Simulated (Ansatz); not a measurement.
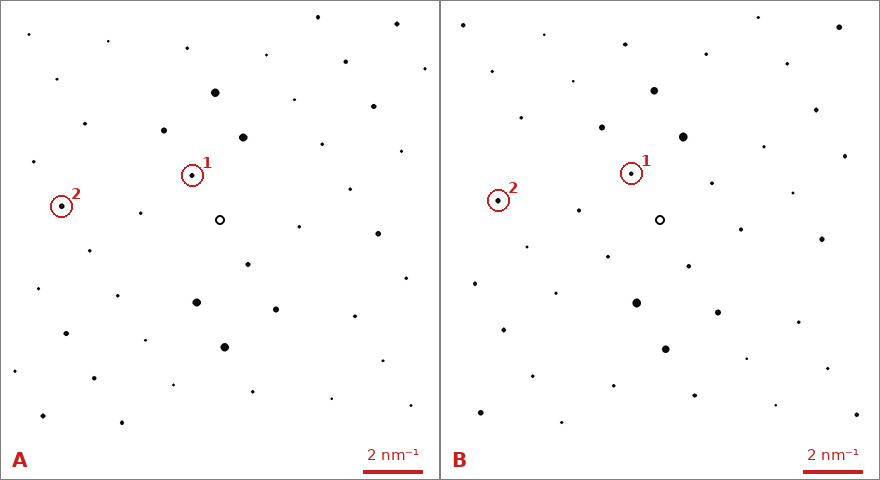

Kinematic electron diffraction patterns (200 kV, B = 0.5 Å², same scale) along [011] of the run's own cell, for the start and the end of one relaxation of Sb4Mo with DFT, PAW plane waves, r2scan (Ansatz). k mesh 4×4×3. The start is a generated model structure, and the relaxation ends in the nearest stationary point of its symmetry, not necessarily the ground state. Spot 1 is -1 0 0 and spot 2 is -2 -2 2 in both.

Start structure:

```
Mo Sb
1.0
     6.22475    0.00000    0.00000
     3.11238   -6.52527    0.00000
     2.40358    0.00000   -6.38109
Mo Sb
2 8
Direct
  0.06241 0.87518 0.75000
  0.93759 0.12482 0.25000
  0.36236 0.82282 0.32203
  0.81482 0.82282 0.17797
  0.63764 0.17718 0.67797
  0.18518 0.17718 0.82203
  0.49503 0.55770 0.81004
  0.94727 0.55770 0.68996
  0.50497 0.44230 0.18996
  0.05273 0.44230 0.31004
```

> Which pattern belongs to the start structure, and which to the relaxed one?

B is the start: its cell gives d(1) = 5.319 Å, d(2) = 1.780 Å and an angle of 51.2°. A is the relaxed structure, with d(1) = 5.511 Å (+3.6 %), d(2) = 1.827 Å (+2.6 %) and 53.0°.

> Name reflections whose intensity changes strongly on relaxation.

0 1 -1 fades out of sight; 1 0 0 goes from 5.3 to 9.8 % of the strongest spot.

> What did the relaxation do to the structure and the energy?

The volume changed by +3.6 % to 26.85 Å³ an atom; with the mean shift removed, the atoms moved by up to 0.21 Å relative to the cell (Sb most); the space group stayed C2/c (No. 15); the free energy fell by 180 meV an atom. Relaxed cell: a = 6.453 Å, b = 7.283 Å, c = 6.763 Å, α = 81.45°, β = 70.39°, γ = 63.70°.
